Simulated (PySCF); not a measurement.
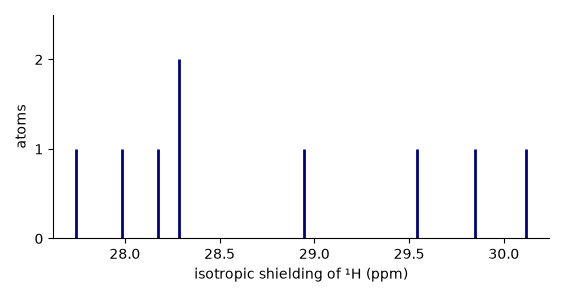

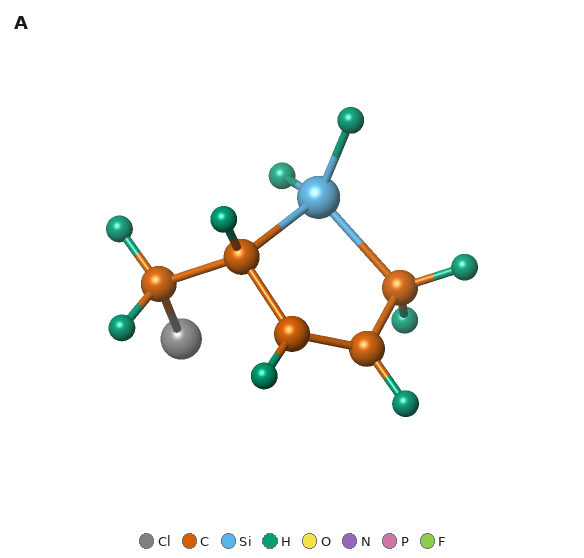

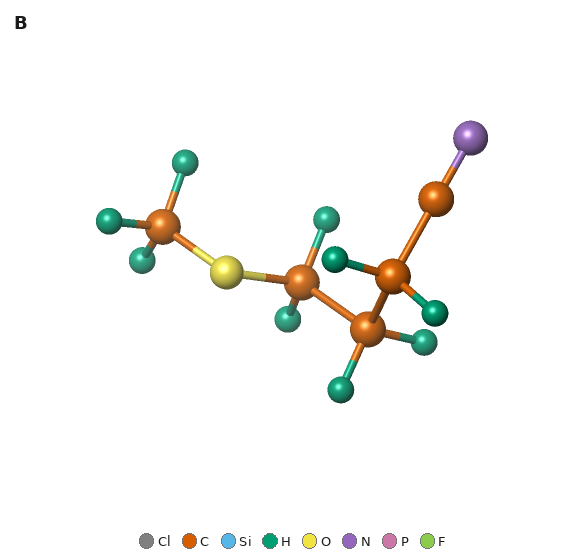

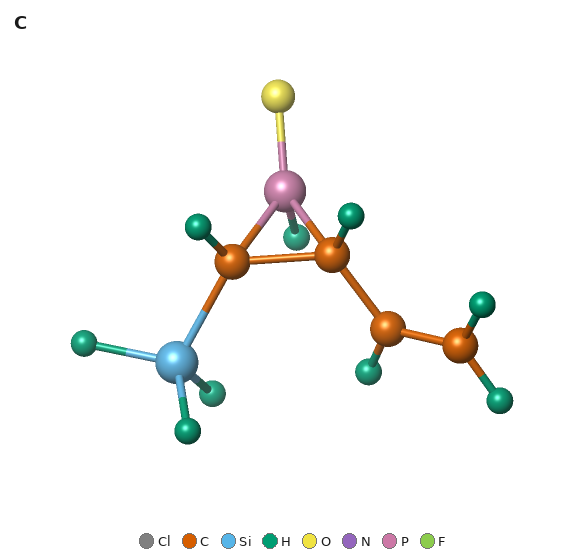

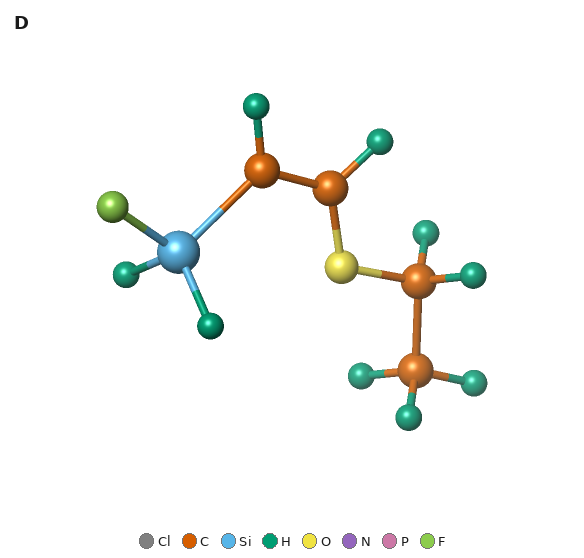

The sticks are computed shieldings of one of the molecules, for one fixed geometry (GFN2-xTB) without averaging over rotations. Low shielding means a high chemical shift. Method: GIAO PBE0/pcSseg-1 NMR shielding, non-relativistic, gas phase (PySCF 2.14.0).

Match the spectrum to a structure.

B, `COCCCC#N`. Its 9 H atoms give lines at 27.74, 27.98, 28.18, 28.28 (2 atoms), 28.95, 29.54, 29.85, 30.12 ppm.

The geometry is semi-empirical. Around Si such bond lengths and angles can be off by a tenth of an ångström or more and by several degrees, and values that hang on the shape move with them.
